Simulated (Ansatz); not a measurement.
**AlNH3O (SMILES [NH2][Al][OH]): levels of theory compared**

Aim: a comparison of 6 runs (UHF/3-21G, UHF/def2-SVPD, UCAM-B3LYP/def2-SVPD, UHSE06/def2-SVPD, UPBE/def2-SVPD, RPA@PBE/def2-SVPD) of AlNH3O. 

The calculation is run with Ansatz 0.2.0.

77 further runs of the same task are left out: 77 set aside as unsound or not needed.

### 1 Starting point

AlNH3O has 6 atoms, charge 0, and is taken as a doublet. As SMILES, `[NH2][Al][OH]`. The N1–H5 distance was set to 1.811 Å, away from the relaxed value. At this shape a bond of the SMILES string is far longer than usual.

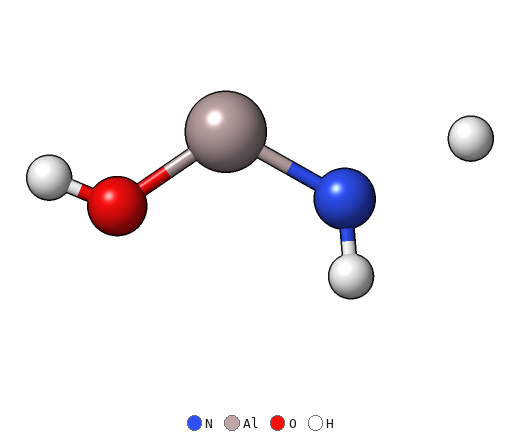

The structure, seen from a chosen angle (nitrogen blue, aluminium light grey, oxygen red, hydrogen white).

### 2 A single-point energy at UHF/3-21G (run 1)

Input file in.yaml:

```yaml
crystal:
  periodic: [false, false, false]
  atoms:
    - {symbol: "N", position_ang: [-0.547271, -0.256905, -0.252015]}
    - {symbol: Al, position_ang: [0.971829, 0.104195, 0.579485]}
    - {symbol: O, position_ang: [1.570729, -1.115605, 1.609985]}
    - {symbol: H, position_ang: [-1.057671, -1.120705, -0.148415]}
    - {symbol: H, position_ang: [-1.394700, 0.861600, -1.396800]}
    - {symbol: H, position_ang: [2.382329, -1.022205, 2.105585]}
basis:
  gaussian:
    orbitals: 3-21G.json
magnetization:
  spin_polarized: true
  initial_magnetization: 1
hamiltonian:
  xc: hf
accuracy: high
output: {orbitals: {seedname: orbitals}}
```

The basis set 3-21G is read from a file made from the Basis Set Exchange's data (not shown).

Command:

```console
$ ansatz run in.yaml --threads 1 --pin off --max-ram 3480MiB --events-out events.jsonl --progress --plain --runs-dir runs
```

Log:

```text
Warning: RAYON_NUM_THREADS=1 ignored (pool sized by the plan → 1); use --threads N
Functional definition: HF
  name "HF"
  exchange = exact_x
  correlation = 0
803 factors; integrals over basis functions are off by at most 9.5e-9 eV
mean field evaluation 1: about -10084.5226 eV, gradient 3.3e1 eV
mean field evaluation 2: about -10084.6993 eV, gradient 3.4e1 eV
mean field evaluation 4: about -10090.2235 eV, gradient 3.0e0 eV
mean field evaluation 8: about -10090.4584 eV, gradient 8.4e-1 eV
mean field evaluation 16: about -10091.2161 eV, gradient 2.8e-1 eV
mean field evaluation 32: about -10088.7416 eV, gradient 1.6e0 eV
mean field evaluation 64: about -10090.9709 eV, gradient 8.1e-1 eV
mean field evaluation 96: about -10090.3964 eV, gradient 7.4e-1 eV
mean field evaluation 128: about -10090.2613 eV, gradient 5.2e-1 eV
mean field evaluation 160: about -10090.1042 eV, gradient 2.0e0 eV
mean field evaluation 192: about -10090.4789 eV, gradient 3.4e-7 eV
mean field -10091.23851586 eV, -370.8461753709 hartree, gradient 2.9e-8 eV, S^2 1.399287; 9 other end points of the search recorded, 0 dependent functions left out
reference -10091.23851586 eV, -370.8461753709 hartree; 16, 15 occupied and 21, 22 virtual orbitals, 803 factors
Total energy: -10091.23851586 eV, -370.8461753709 hartree
```

It took 1.6 s on 1 thread of Arm Neoverse V1, shared host; peak memory 0.1 GiB.

### 3 The energy at UHF/def2-SVPD (run 2)

Input file molecule.yaml:

```yaml
crystal:
  periodic: [false, false, false]
  atoms:
    - {symbol: "N", position_ang: [-0.547271, -0.256905, -0.252015]}
    - {symbol: Al, position_ang: [0.971829, 0.104195, 0.579485]}
    - {symbol: O, position_ang: [1.570729, -1.115605, 1.609985]}
    - {symbol: H, position_ang: [-1.057671, -1.120705, -0.148415]}
    - {symbol: H, position_ang: [-1.394700, 0.861600, -1.396800]}
    - {symbol: H, position_ang: [2.382329, -1.022205, 2.105585]}
basis:
  gaussian:
    orbitals: def2-SVPD
total_charge: 0
magnetization:
  spin_polarized: true
  initial_magnetization: 1
hamiltonian:
  xc: hf
accuracy: high
output: {orbitals: {seedname: orbitals}}
```

Command:

```console
$ ansatz run molecule.yaml --threads 1 --pin off --max-ram 3480MiB --events-out events.jsonl --progress --plain --runs-dir runs
```

Log, shortened:

```text
Warning: RAYON_NUM_THREADS=1 ignored (pool sized by the plan → 1); use --threads N
Functional definition: HF
  name "HF"
[...]
1808 factors; integrals over basis functions are off by at most 3.8e-9 eV
[...]
mean field -10142.57143269 eV, -372.7326252695 hartree, gradient 3.3e-8 eV, S^2 1.407029; 7 other end points of the search recorded, 0 dependent functions left out
reference -10142.57143269 eV, -372.7326252695 hartree; 16, 15 occupied and 75, 76 virtual orbitals, 1808 factors
Total energy: -10142.57143269 eV, -372.7326252695 hartree
```

Wall time 11 s (1 thread of Arm Neoverse V1, shared host); peak memory 0.27 GiB.

Runs 3 to 4 aren't shown in full; the table further down has their settings and results.

### 4 The energy at UPBE/def2-SVPD (run 5)

Input file in.yaml:

```yaml
crystal:
  periodic: [false, false, false]
  atoms:
    - symbol: "N"
      position_ang: [-0.547271, -0.256905, -0.252015]
    - symbol: Al
      position_ang: [0.971829, 0.104195, 0.579485]
    - symbol: O
      position_ang: [1.570729, -1.115605, 1.609985]
    - symbol: H
      position_ang: [-1.057671, -1.120705, -0.148415]
    - symbol: H
      position_ang: [-1.394700, 0.861600, -1.396800]
    - symbol: H
      position_ang: [2.382329, -1.022205, 2.105585]
basis:
  gaussian:
    orbitals: def2-SVPD
magnetization:
  spin_polarized: true
  initial_magnetization: 1
hamiltonian:
  xc: pbe
accuracy: high
output:
  orbitals: {seedname: orbitals}
```

Command:

```console
$ ansatz run in.yaml --threads 1 --pin off --max-ram 3480MiB --events-out events.jsonl --progress --plain --runs-dir runs
```

Log:

```text
Warning: RAYON_NUM_THREADS=1 ignored (pool sized by the plan → 1); use --threads N
Functional definition: PBE
  name "PBE"
  parameter kappa = 0.804
  parameter beta = 0.06672455060314922
  exchange = pbe_x(kappa = kappa, mu = beta*pi^2/3)
  correlation = pbe_c(beta = beta)
1808 factors; integrals over basis functions are off by at most 3.8e-9 eV
mean field evaluation 1: about -10146.8233 eV, gradient 6.9e1 eV
mean field evaluation 2: about -9980.5243 eV, gradient 1.6e2 eV
mean field evaluation 4: about -10166.6164 eV, gradient 1.6e1 eV
mean field evaluation 8: about -10168.3390 eV, gradient 7.2e-1 eV
mean field evaluation 16: about -10168.3428 eV, gradient 4.4e-3 eV
mean field evaluation 32: about -10164.9192 eV, gradient 1.3e1 eV
mean field evaluation 64: about -10168.2193 eV, gradient 1.5e0 eV
mean field -10168.34284048 eV, -373.6797070371 hartree, gradient 3.4e-8 eV, S^2 0.754865; 6 other end points of the search recorded, 0 dependent functions left out
reference -10168.34284494 eV, -373.6797072014 hartree; 16, 15 occupied and 75, 76 virtual orbitals, 1808 factors
Total energy: -10168.34284494 eV, -373.6797072014 hartree
```

Wall time 14 s (1 thread of Arm Neoverse V1, shared host); peak memory 0.29 GiB.

### 5 A single-point energy at RPA@PBE/def2-SVPD (run 6)

Input file job.yaml:

```yaml
crystal:
  periodic: [false, false, false]
  atoms:
    - symbol: N
      position_ang: [-0.547271, -0.256905, -0.252015]
    - symbol: Al
      position_ang: [0.971829, 0.104195, 0.579485]
    - symbol: O
      position_ang: [1.570729, -1.115605, 1.609985]
    - symbol: H
      position_ang: [-1.057671, -1.120705, -0.148415]
    - symbol: H
      position_ang: [-1.394700, 0.861600, -1.396800]
    - symbol: H
      position_ang: [2.382329, -1.022205, 2.105585]
basis:
  gaussian:
    orbitals: def2-SVPD
magnetization:
  spin_polarized: true
  initial_magnetization: 1
hamiltonian:
  xc: pbe
correlation:
  method: rpa
  frozen_orbitals: {Al: 5, H: 0, "N": 1, O: 1}
accuracy: high
```

Command:

```console
$ ansatz run job.yaml --threads 1 --pin off --max-ram 3480MiB --events-out events.jsonl --progress --plain --runs-dir runs
```

Log, shortened:

```text
Warning: RAYON_NUM_THREADS=1 ignored (pool sized by the plan → 1); use --threads N
Functional definition: PBE
  name "PBE"
[...]
1808 factors; integrals over basis functions are off by at most 3.8e-9 eV
[...]
mean field -10168.34284048 eV, -373.6797070371 hartree, gradient 6.6e-8 eV, S^2 0.754865; 8 other end points of the search recorded, 0 dependent functions left out
7 core orbitals not correlated: weight in the atoms' cores, before any rotation towards them, 1.000 or more for the frozen orbitals, at most 0.000 for the correlated occupied ones
reference -10140.74696500 eV, -372.6655773186 hartree; 9, 8 occupied and 75, 76 virtual orbitals, 1808 factors
Total energy: -10160.56299497 eV, -373.3938029881 hartree
```

Wall time 22 s (1 thread of Arm Neoverse V1, shared host); peak memory 0.36 GiB.

### 6 The series

```csv
run,level,frozen core orbitals,energy (Eh),HOMO energy (eV),LUMO energy (eV),⟨S²⟩,wall time
1,UHF/3-21G,–,-370.846175,-8.27,1.11,1.399,1.6 s
2,UHF/def2-SVPD,–,-372.732625,-8.61,0.55,1.407,11 s
3,UCAM-B3LYP/def2-SVPD,–,-373.905775,-6.97,-1.87,0.831,32 s
4,UHSE06/def2-SVPD,–,-373.678505,-5.40,-3.42,0.771,28 s
5,UPBE/def2-SVPD,–,-373.679707,-4.86,-3.97,0.755,14 s
6,RPA@PBE/def2-SVPD,7,-373.393803,–,–,0.755,22 s
```

### 7 Results

| quantity | value |
| --- | --- |
| run 6: total energy | -373.39380 Eh |
| run 6: RPA correlation energy (valence) | -728.2 mEh |
| run 6: ⟨S²⟩ of the reference determinant | 0.755 |

In words: Totals of different functionals can't be ranked against each other. Spin contamination of the reference: run 2 ⟨S²⟩ = 1.41, run 1 ⟨S²⟩ = 1.40. Where it is this large, the reference is a mixture of spin states, and values that rest on it are in doubt. All runs together took 1.8 min, the longest 32 s.
